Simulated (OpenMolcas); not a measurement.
# One shape, several levels: singlet GaSiH4O+

Wanted: a comparison of 6 runs (HF/cc-pVDZ, B2PLYP/cc-pVDZ, B3LYP/cc-pVDZ, M06-2X/cc-pVDZ, PBE/cc-pVDZ, SVWN5/cc-pVDZ) of singlet GaSiH4O+. 

The results are computed with OpenMolcas 26.06.

1 further run of the same task is left out (set aside as unsound or not needed).

### Step 1. The structure to begin with

The species is GaSiH4O+ (7 atoms), meant as a singlet with charge +1. SMILES of the parent species: `[SiH3][O][GaH]`. The shape is that of a PBE0-D4/def2-TZVP optimisation. This is one conformer, not always the lowest. That shape belongs to the parent species and isn't relaxed for this state.

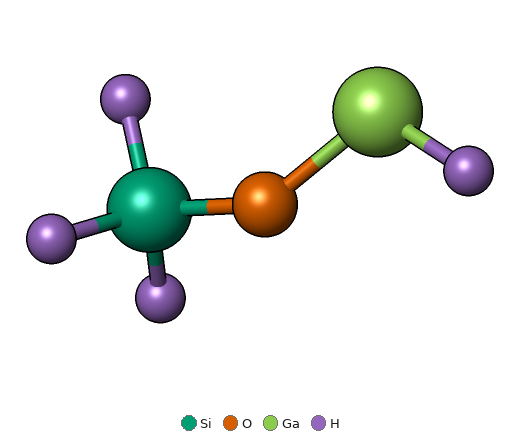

Viewed from a chosen angle; silicon teal, oxygen orange, gallium green, hydrogen purple.

### Step 2. The energy at HF/cc-pVDZ (run 1)

Input file test.input:

```
&GATEWAY
  BasLib=$CurrDir
  BasisSet
  Si.cc-pVDZ....
  Si1 -0.907100 0.576700 -0.244500 angstrom
  End of Basis
  BasisSet
  O.cc-pVDZ....
  O2 0.281700 -0.375400 0.340400 angstrom
  End of Basis
  BasisSet
  Ga.cc-pVDZ....
  Ga3 1.972300 -0.895800 0.047800 angstrom
  End of Basis
  BasisSet
  H.cc-pVDZ....
  H4 -2.099000 -0.248300 -0.578700 angstrom
  H5 -0.473700 1.297400 -1.475800 angstrom
  H6 -1.295700 1.586500 0.776300 angstrom
  H7 2.521500 -1.941000 1.134400 angstrom
  End of Basis

&SEWARD

&SCF
  Charge=1
  Thresholds=1e-10 1e-07 1e-07 1e-05
  PrOrbitals=1
```

The basis set cc-pVDZ is read from a file made from the Basis Set Exchange's data (not shown).

Command:

```sh
$ export MOLCAS_MEM=1860
$ pymolcas test.input > test.log
```

Standard output:

```text
--- Start Module: gateway ---
[...]
--- Stop Module: gateway /rc=_RC_ALL_IS_WELL_ ---
--- Start Module: seward ---
[...]
      Basis functions           79
--- Stop Module: seward /rc=_RC_ALL_IS_WELL_ ---
[...]
--- Start Module: scf ---
[...]
       Convergence after  20 Iterations
[...]
::    Total SCF energy                              -2289.0699315498
[...]
      Total spin, S                                     0.0000000000
[...]
      Total electronic charge=   56.000000
      Total            charge=    1.000000
[...]
      Dipole Moment (debye):
      Origin of the operator (angstrom)=    0.9725   -0.4354    0.0150
                   X=  5.6460E+00               Y= -1.3435E+00               Z= -1.5120E+00           Total=  5.9974E+00
      Center of Charge (angstrom)
[...]
--- Stop Module: scf /rc=_RC_ALL_IS_WELL_ ---
[...]
```

Run time: 9.9 s. Hardware: 1 thread of AMD EPYC 7R43 (Zen 3), shared host; peak memory 0.44 GiB.

### Step 3. A single-point energy at B2PLYP/cc-pVDZ (run 2)

Input file mol.input:

```
&GATEWAY
  BasLib=$CurrDir
  Coord
  7
  angstrom
  Si      -0.907100       0.576700      -0.244500
  O        0.281700      -0.375400       0.340400
  Ga       1.972300      -0.895800       0.047800
  H       -2.099000      -0.248300      -0.578700
  H       -0.473700       1.297400      -1.475800
  H       -1.295700       1.586500       0.776300
  H        2.521500      -1.941000       1.134400
  Basis=cc-pVDZ
  Group=NoSym

&SEWARD
  GridInput
  Grid=UltraFine
  End of Grid

&SCF
  Charge=1
  KSDFT=B2PLYP_SCF
  Thresholds=1e-10 1e-07 1e-07 1e-05
  PrOrbitals=1

&MBPT2
  Frozen=15
```

The basis set cc-pVDZ is read from a file made from the Basis Set Exchange's data (not shown).

Command:

```sh
$ export MOLCAS_MEM=1860
$ pymolcas mol.input > mol.log
```

Standard output:

```text
--- Start Module: gateway ---
[...]
--- Stop Module: gateway /rc=_RC_ALL_IS_WELL_ ---
[...]
      Basis functions           79
[...]
--- Start Module: scf ---
[...]
       Convergence after  18 Iterations
[...]
::    Total KS-DFT energy                           -2290.9210004884
[...]
      Total spin, S                                     0.0000000000
[...]
      Total electronic charge=   56.000000
      Total            charge=    1.000000
[...]
      Dipole Moment (debye):
      Origin of the operator (angstrom)=    0.9725   -0.4354    0.0150
                   X=  4.8089E+00               Y= -1.2715E+00               Z= -1.1167E+00           Total=  5.0979E+00
      Center of Charge (angstrom)
[...]
--- Stop Module: scf /rc=_RC_ALL_IS_WELL_ ---
[...]
--- Start Module: mbpt2 ---
[...]
 ###    WARNING: MP2 implementation intended for RHF references only         ###
 ###############################################################################
MBPT2 WARNING: Reference function according to RunFile:KS-DFT
I'll assume you know what you're doing and continue
WARNING!
Default frozen orbitals as non valence orbitals is overwritten by user input.
Default values:  17
[...]
       Reference weight ( Cref**2 )         =        0.81021
::    Total MBPT2 energy                            -2291.3804762973
[...]
      Total MBPT2 calculations                           0.30      0.33
--- Stop Module: mbpt2 /rc=_RC_ALL_IS_WELL_ ---
[...]
```

Wall time 32 s (1 thread of AMD EPYC 7R43 (Zen 3), shared host); peak memory 0.44 GiB.

Runs 3 to 5 aren't shown in full; the table further down has their settings and results.

### Step 4. The energy at SVWN5/cc-pVDZ (run 6)

Input file calc.inp:

```
* GaH4OSi Kohn-Sham DFT

&GATEWAY
  BasLib = $CurrDir
  Coord
  7
  bohr
  Si    -1.71417057     1.08980506    -0.46203804
  O      0.53233585    -0.70940319     0.64326277
  Ga     3.72710684    -1.69281666     0.09032891
  H     -3.96653514    -0.46921900    -1.09358451
  H     -0.89516327     2.45173067    -2.78885781
  H     -2.44851814     2.99805050     1.46699439
  H      4.76494442    -3.66795841     2.14370532
  Basis = cc-pVDZ
  Group = NoSym

&SEWARD
  GridInput
  Grid=UltraFine
  End of Grid

&SCF
  Charge = 1
  KSDFT = SVWN5
  Thresholds = 1e-10 1e-07 1e-07 1e-05
  PrOrbitals = 1 1
```

The basis set cc-pVDZ is read from a file made from the Basis Set Exchange's data (not shown).

Command:

```sh
$ export MOLCAS_MEM=1860
$ pymolcas calc.inp > calc.log
```

Standard output:

```text
--- Start Module: gateway ---
[...]
--- Stop Module: gateway /rc=_RC_ALL_IS_WELL_ ---
--- Start Module: seward ---
[...]
      Basis functions           79
--- Stop Module: seward /rc=_RC_ALL_IS_WELL_ ---
[...]
--- Start Module: scf ---
[...]
       Convergence after  24 Iterations
[...]
::    Total KS-DFT energy                           -2286.8959004134
[...]
      Total spin, S                                     0.0000000000
[...]
      Total electronic charge=   56.000000
      Total            charge=    1.000000
[...]
      Dipole Moment (debye):
      Origin of the operator (angstrom)=    0.9725   -0.4354    0.0150
                   X=  2.9186E+00               Y= -7.0069E-01               Z= -7.7486E-01           Total=  3.1000E+00
      Center of Charge (angstrom)
[...]
--- Stop Module: scf /rc=_RC_ALL_IS_WELL_ ---
[...]
```

It took 29 s on 1 thread of AMD EPYC 7R43 (Zen 3), shared host; peak memory 0.44 GiB.

### Step 5. Overview of the runs

```
run           level  frozen core orbitals  integration grid   energy (Eh)  HOMO energy (eV)  LUMO energy (eV)  HOMO–LUMO gap (eV)  wall time
  1      HF/cc-pVDZ                     –                 –  -2289.069932            -16.20             -7.50                8.70      9.9 s
  2  B2PLYP/cc-pVDZ                    15         UltraFine  -2291.045059            -14.28             -9.46                4.82       32 s
  3   B3LYP/cc-pVDZ                     –         UltraFine  -2291.717547            -13.03            -10.72                2.31       35 s
  4  M06-2X/cc-pVDZ                     –         UltraFine  -2291.589871            -14.31             -9.80                4.52       42 s
  5     PBE/cc-pVDZ                     –         UltraFine  -2291.117253            -12.05            -11.06                0.98       41 s
  6   SVWN5/cc-pVDZ                     –         UltraFine  -2286.895900            -12.10            -11.19                0.91       29 s
```

### Step 6. Results

| quantity | value |
| --- | --- |
| run 6: total energy | -2286.89590 Eh |
| run 6: HOMO energy | -12.10 eV |
| run 6: LUMO energy | -11.19 eV |
| run 6: HOMO–LUMO gap | 0.91 eV |

In words: The HOMO–LUMO gap runs from 0.91 eV (SVWN5/cc-pVDZ) to 8.70 eV (HF/cc-pVDZ). Exact exchange widens orbital gaps. For B2PLYP the log adds the whole second-order term; the table takes 0.27 of it, as the functional is defined. Totals of different functionals can't be ranked against each other. All runs together took 3.2 min, the longest 42 s.
